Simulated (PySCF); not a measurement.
System: CH5N···PH3.

```xyz
11

C     0.9199    0.0924    0.4852
N    -0.4105   -0.4122    0.7547
H     1.6034   -0.7507    0.3113
H     0.9063    0.6865   -0.4396
H     1.3569    0.7214    1.2835
H    -1.2395   -1.0279   -2.0991
H    -0.4384   -0.9999    1.5806
H    -1.0846    0.3336    0.8876
P    -1.7071   -2.2169   -1.4677
H    -0.3945   -2.7135   -1.2192
H    -1.8292   -2.9262   -2.7091
```

Geometry: PBE0-D3(BJ)/def2-SVPD.

Computed with PySCF, PBE0-D3(BJ)/def2-TZVPD, SCF density, gas phase.

What can the converged electron density and electron localisation function tell about the bonding?

Answer. P9···N2 (3.14 Å): the density falls to about 0.08 e/Å³ on the way; the ELF dips to about 0.05 between them: a non-bonded, intermolecular contact.
C–N (1.45 Å): the density is about 1.9 e/Å³ at the midpoint; the ELF peaks at about 0.95 between the atoms; localised, covalent bonding.
C–H (1.11 Å): ρ at the midpoint is about 1.9 e/Å³; the ELF climbs to about 1 towards the hydrogen, as it does in any bond to H (an ordinary covalent bond to hydrogen).
P–H (1.43 Å): ρ at the midpoint is about 1.1 e/Å³; the ELF climbs to about 1 towards the hydrogen.

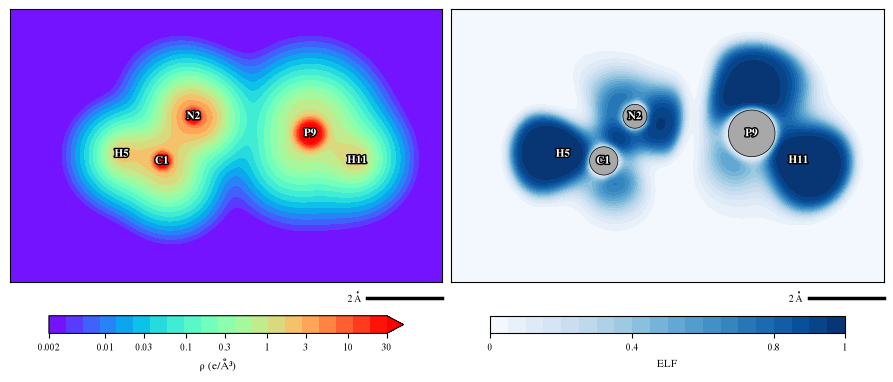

Computed electron density and electron localisation function on the plane of atoms N2, C1 and H5, in this order. Grey discs cover the atomic cores in the ELF map. 
